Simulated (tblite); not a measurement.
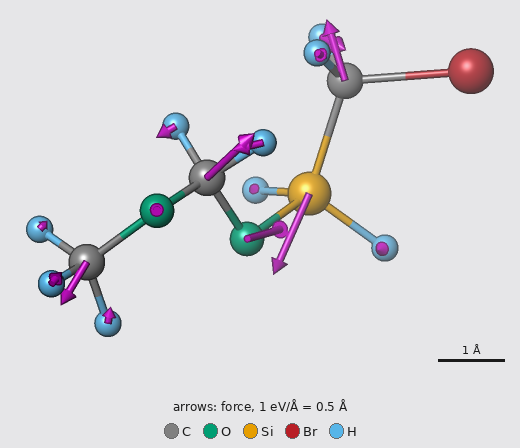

Starting geometry of C3H9BrO2Si with the computed forces as purple arrows. A ball-and-stick model, seen from a free direction.

Theory: GFN2-xTB geometry optimisation, gas phase (tblite 0.8.0). 

Is this structure relaxed? If not, where do the atoms go?

It isn't relaxed: the largest force vector, on the Si atom, is 2.73 eV/Å. The final displacements have little in common with the starting forces (cosine between the two patterns 0.10). The largest move after the best rigid fit is that of the Br atom, 2.45 Å. By element the largest moves are Br 2.45 Å, H 2.21 Å, O 1.73 Å, C 0.89 Å, Si 0.84 Å. Among the contacts that change: O–Si 1.727 → 1.626 Å, C–Si 1.852 → 1.897 Å, C–H 1.130 → 1.086 Å, C–H 1.105 → 1.086 Å. Bond angles that change, for instance: O–Si–C 112.7° → 101.2°, C–O–Si 113.4° → 122.1°, Si–C–H 107.7° → 114.3°. Groups turn about O–Si by about 160°, C–O by about 140°, C–Si by about 70°. Over 257 geometry steps the energy falls by 1.005 eV. The run took 1.7 s on 1 thread of Arm Neoverse V2, on a shared host.
